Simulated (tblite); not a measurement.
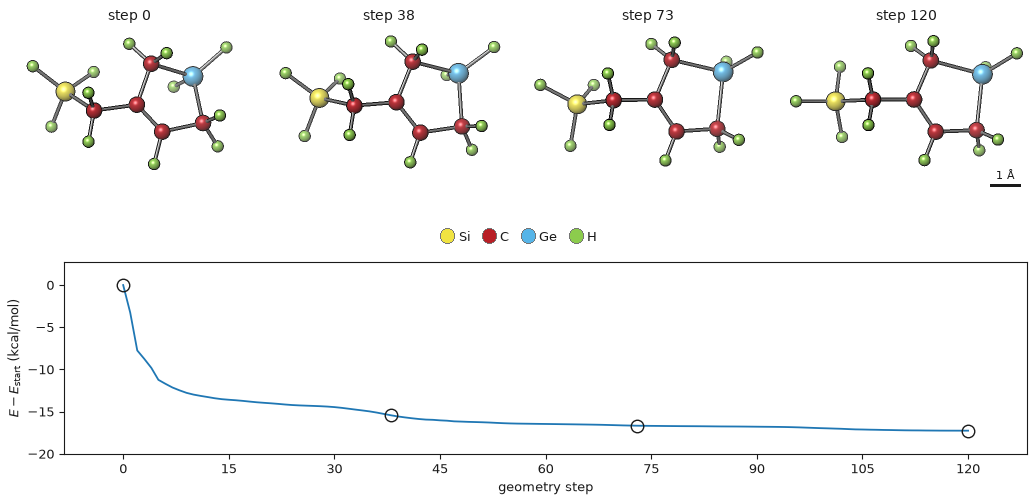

Frames of a relaxation of C5H12GeSi, marked on the history of the run. The picture is a ball-and-stick view, seen at a tilt.

All numbers below come from GFN2-xTB geometry optimisation, gas phase in tblite 0.8.0. 

What happens along the run?

The largest move after the best rigid fit is that of an H atom, 1.37 Å. By element the largest moves are H 1.37 Å, Ge 0.52 Å, Si 0.42 Å, C 0.40 Å. Among the contacts that change: C–H 1.147 → 1.082 Å, C–C 1.264 → 1.327 Å, C–Si 1.865 → 1.909 Å, Ge–H 1.544 → 1.506 Å. Among the angles between lasting bonds that change: H–Ge–H 116.4° → 106.2°, H–C–H 114.4° → 106.7°, Ge–C–H 105.6° → 112.4°. Groups turn about C–Si by about 45°, C–Ge by about 35°, C–Ge by about 35°. Over 120 geometry steps the energy falls by 17.3 kcal/mol. Cost: 1.7 s on 1 thread of Arm Neoverse N1, on a shared host. From step 0 to 38: an H atom moves most (0.62 Å), energy −15.4 kcal/mol. From step 38 to 73: an H atom moves most (0.86 Å), energy −1.24 kcal/mol. From step 73 to 120: an H atom moves most (0.82 Å), energy −0.59 kcal/mol.

```
step  E − E(0), kcal/mol
   0                0.00
   1               -3.26
   2               -7.75
   3               -8.75
   4               -9.81
   5              -11.23
   6              -11.70
   7              -12.14
   8              -12.47
   9              -12.77
  10              -12.98
  16              -13.65
  22              -14.08
  27              -14.32
  33              -14.75
  39              -15.56
  45              -16.03
  51              -16.25
  56              -16.41
  62              -16.48
  68              -16.56
  74              -16.67
  79              -16.71
  85              -16.75
  91              -16.79
  97              -16.89
 103              -17.07
 108              -17.16
 114              -17.23
 120              -17.25
```
